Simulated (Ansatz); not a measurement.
**Two runs on AlAsH3F**

System: AlAsH3F.
Method of the first run: RHF-CCSD(T), frozen core/def2-TZVPP (Ansatz 0.2.0).

The geometry: displaced from a GFN2-xTB structure. Text and figures count atoms from 1; the logs count them from 0 in places.

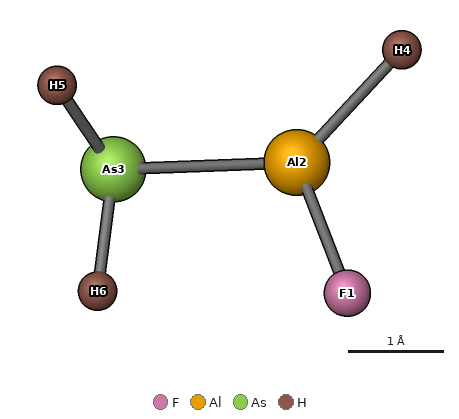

Fig. 1: The structure (ball-and-stick view, seen at a tilt; atoms are numbered from 1 in the order of the input). Sticks mark near contacts. Bond lengths as drawn: Al–As 2.32 Å, Al–F 1.83 Å, Al–H 1.67 Å and As–H 1.40 to 1.41 Å.

## Input file, the first run
```yaml
crystal:
  periodic: [false, false, false]
  atoms:
    - {symbol: F, position_ang: [-0.291500, -1.754100, 1.192800]}
    - {symbol: Al, position_ang: [-0.448900, -0.655100, -0.259900]}
    - {symbol: As, position_ang: [0.028000, 1.609800, -0.186600]}
    - {symbol: H, position_ang: [-0.775800, -1.750300, -1.476700]}
    - {symbol: H, position_ang: [1.213000, 1.345500, -0.888300]}
    - {symbol: H, position_ang: [0.340800, 1.361600, 1.169000]}
basis:
  gaussian: {orbitals: def2-TZVPP}
correlation: {method: ccsd_t}
output: {forces: true}
```

Hardware: 4 CPU threads, shared host.

## Output (the first run)
```
Functional definition: HF
  exchange = exact_x
  correlation = 0
1008 factors; integrals over basis functions are off by at most 9.1e-4 eV
mean field evaluation 1: about -70132.0032 eV, gradient 3.4e1 eV
mean field evaluation 2: about -70132.1267 eV, gradient 3.4e1 eV
mean field evaluation 4: about -70134.6248 eV, gradient 2.4e0 eV
mean field evaluation 8: about -70134.6837 eV, gradient 1.7e-1 eV
mean field evaluation 16: about -70134.6840 eV, gradient 1.9e-6 eV
mean field -70134.68399610 eV, -2577.4020978606 hartree, gradient 1.9e-6 eV, S^2 0.000000; 0 other end points of the search recorded, 0 dependent functions left out
15 core orbitals not correlated: weight in the atoms' cores, before any rotation towards them, 1.000 or more for the frozen orbitals, at most 0.000 for the correlated occupied ones
reference -70134.68399610 eV, -2577.4020978606 hartree; 14, 14 occupied and 134, 134 virtual orbitals, 1008 factors
second order -16.64538649 eV of doubles, -0.00000000 eV of singles
cycle   1  -16.59501532 eV  change    5.0e-2 eV  update   1.0e-1
cycle   2  -17.04500321 eV  change   -4.5e-1 eV  update   3.2e-2
cycle   3  -17.14854469 eV  change   -1.0e-1 eV  update   1.8e-2
cycle   4  -17.13482681 eV  change    1.4e-2 eV  update   4.6e-3
cycle   5  -17.13202251 eV  change    2.8e-3 eV  update   2.1e-3
cycle   6  -17.13282915 eV  change   -8.1e-4 eV  update   6.5e-4
cycle   7  -17.13251018 eV  change    3.2e-4 eV  update   2.6e-4
cycle   8  -17.13240322 eV  change    1.1e-4 eV  update   8.7e-5
cycle   9  -17.13245081 eV  change   -4.8e-5 eV  update   3.7e-5
cycle  10  -17.13246832 eV  change   -1.8e-5 eV  update   1.4e-5
cycle  11  -17.13245466 eV  change    1.4e-5 eV  update   6.1e-6
perturbative correction -0.56222792 eV, -0.0206614949 hartree
the calculation of the forces begins
Total energy: -70152.37867868 eV, -2578.0523654514 hartree
Atom 0 at    -0.291500    -1.754100     1.192800 Å, force    -0.289027     2.172445    -2.139354 eV/Å
Atom 1 at    -0.448900    -0.655100    -0.259900 Å, force    -0.106158    -4.267577     1.346561 eV/Å
Atom 2 at     0.028000     1.609800    -0.186600 Å, force    -3.401672     1.824118    -1.017512 eV/Å
Atom 3 at    -0.775800    -1.750300    -1.476700 Å, force     0.134734     1.037838     0.547529 eV/Å
Atom 4 at     1.213000     1.345500    -0.888300 Å, force     2.497904    -0.523059    -0.843295 eV/Å
Atom 5 at     0.340800     1.361600     1.169000 Å, force     1.164219    -0.243766     2.106071 eV/Å
Dipole moment:     0.065705     0.488359    -0.250556 e Å
```

For the second run the input was changed thus:
```diff
-correlation: {method: ccsd_t}
+hamiltonian: {xc: {name: wB97M-V}}
```

What does this change do to the results?

The total energies belong to different methods, so their difference says nothing on which is more stable or more accurate. The largest force goes from 4.476 to 4.268 eV/Å. The dipole moment goes from 2.66 to 2.72 D.

## Output (the second run)
```
Functional definition: wB97M-V
  parameter omega = 0.3/bohr
  parameter cx = 0.15
  parameter cx01 = 1.007
  parameter cx10 = 0.259
  parameter css00 = 0.443
  parameter css04 = -1.437
  parameter css10 = -4.535
  parameter css20 = -3.390
  parameter css43 = 4.278
  parameter cos00 = 1.000
  parameter cos10 = 1.358
  parameter cos20 = 2.924
  parameter cos21 = -8.812
  parameter cos60 = -1.390
  parameter cos61 = 9.142
  parameter b = 6.0
  parameter c = 0.01
  gx(w, u) = 1 - cx + cx01*u + cx10*w
  gss(w, u) = css00 + css04*u^4 + css10*w + css20*w^2 + css43*w^4*u^3
  gos(w, u) = cos00 + cos10*w + (cos20 + cos21*u)*w^2 + (cos60 + cos61*u)*w^6
  exchange = spin_sum(e_x_unif_sr(omega)*gx(b97_w, b97_u_x)) + cx*exact_x_sr(omega) + exact_x_lr(omega)
  correlation = spin_sum(e_c_pw_mod_same_spin*gss(b97_w, b97_u_same))
      + integral(e_c_pw_mod_opposite_spin*gos(b97_w_opposite, b97_u_opposite)) + vv10(b, c)
1009 factors; their error is unknown
214 factors; integrals over basis functions are off by at most 1.0e-5 eV
mean field evaluation 1: about -70199.2430 eV, gradient 3.9e1 eV
mean field evaluation 2: about -70197.6405 eV, gradient 5.7e1 eV
mean field evaluation 4: about -70201.8908 eV, gradient 1.0e0 eV
mean field evaluation 8: about -70202.0513 eV, gradient 4.1e-2 eV
mean field -70202.05130745 eV, -2579.8778008894 hartree, gradient 5.0e-5 eV, S^2 0.000000; 0 other end points of the search recorded, 0 dependent functions left out
the calculation of the forces begins
reference -70202.05135337 eV, -2579.8778025769 hartree; 29, 29 occupied and 134, 134 virtual orbitals, 1009 factors
Total energy: -70202.05135337 eV, -2579.8778025769 hartree
Atom 0 at    -0.291500    -1.754100     1.192800 Å, force    -0.269338     2.113511    -2.069701 eV/Å
Atom 1 at    -0.448900    -0.655100    -0.259900 Å, force    -0.110875    -4.096296     1.194339 eV/Å
Atom 2 at     0.028000     1.609800    -0.186600 Å, force    -3.468078     1.737876    -1.027001 eV/Å
Atom 3 at    -0.775800    -1.750300    -1.476700 Å, force     0.159809     1.078124     0.628213 eV/Å
Atom 4 at     1.213000     1.345500    -0.888300 Å, force     2.518912    -0.558241    -0.844881 eV/Å
Atom 5 at     0.340800     1.361600     1.169000 Å, force     1.169570    -0.274974     2.119031 eV/Å
Dipole moment:     0.065898     0.501158    -0.254831 e Å
```

## The two runs side by side

```csv
quantity,the first run,the second run
outcome,converged,converged
total energy (hartree),−2578.052365,−2579.877803
dipole moment (D),2.66,2.72
largest force (eV/Å),4.476,4.268
basis functions,163,163
wall time (shared host),84 s,3.4 s
```
